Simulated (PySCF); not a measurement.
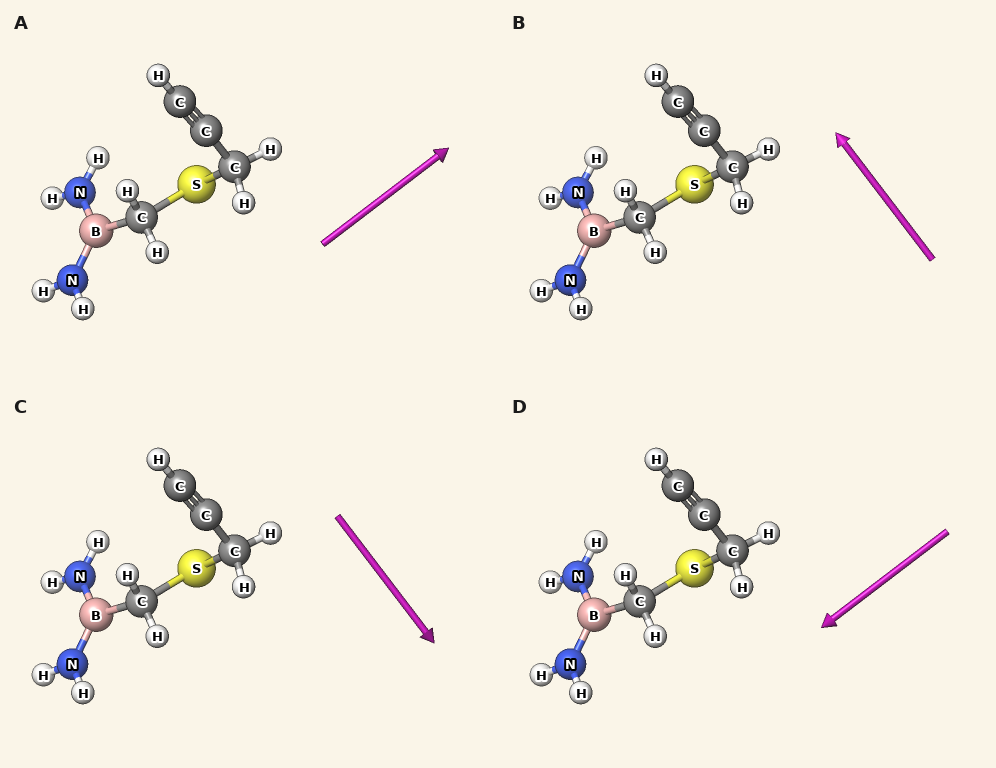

The same molecule four times, each with an arrow. The geometry was computed by an optimisation with GFN2-xTB. No frequency run is at hand to confirm it as a minimum. Level of theory: CAM-B3LYP/def2-SVPD, gas phase (PySCF 2.14.0).

> Which arrow points along the dipole moment, from the negative to the positive end?

D. The dipole moment is 1.77 D.

The geometry is semi-empirical. Around B such bond lengths and angles can be off by a tenth of an ångström or more and by several degrees, and values that hang on the shape move with them.
